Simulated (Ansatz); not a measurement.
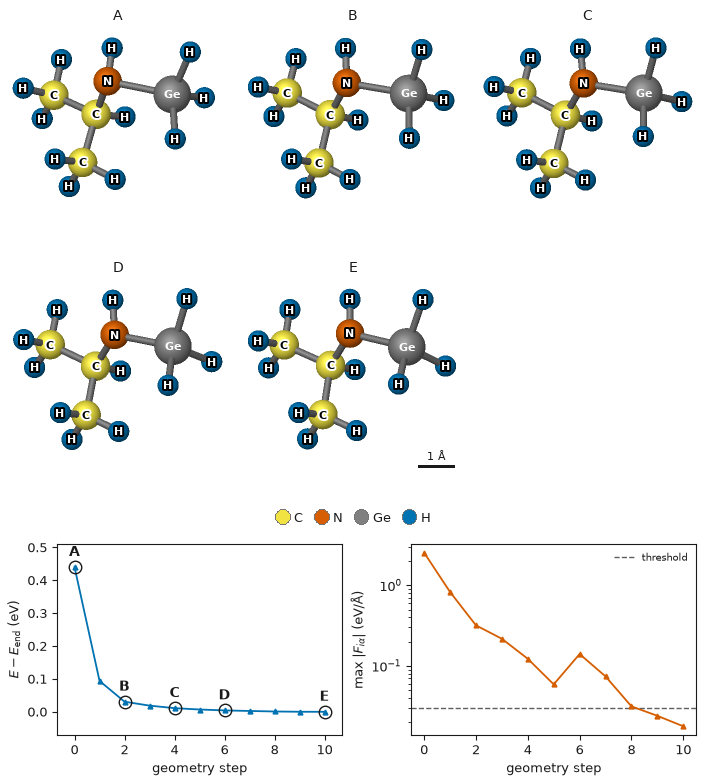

Frames of a relaxation of C$_{3}$H$_{11}$GeN (coarse preliminary run), marked on the history of the run. A ball-and-stick model, seen at a tilt.

The start comes from a force field.

These are results of Ansatz 0.2.0, RKS PBE-D4/def2-SVP, not measurements. (force threshold 0.03 eV/Å; at most 200 steps)

**What happens along the run?**

After 10 geometry steps the energy has fallen by 0.440 eV. The largest force component goes from 2.5 to 0.018 eV/Å. The largest move after the best rigid fit is that of an H atom, 0.61 Å. Largest moves by element: H 0.61 Å, N 0.28 Å, C 0.17 Å, Ge 0.12 Å. Among the contacts that change: Ge–N 1.948 → 1.861 Å, C–H 1.167 → 1.110 Å, Ge–H 1.519 → 1.566 Å, C–H 1.072 → 1.108 Å. Among the angles between lasting bonds that change: C–N–Ge 107.0° → 121.1°, Ge–N–H 98.7° → 110.3°, C–C–H 115.1° → 110.8°. The run took 9.5 s on 4 threads of AMD EPYC 9R45 96-Core (shared host). From step 0 to 2: an H atom moves most (0.16 Å), energy −0.409 eV. From step 2 to 4: an H atom moves most (0.13 Å), energy −0.020 eV. From step 4 to 6: H atoms move most (0.26 Å), energy −0.007 eV. From step 6 to 10: an H atom moves most (0.15 Å), energy −0.004 eV.
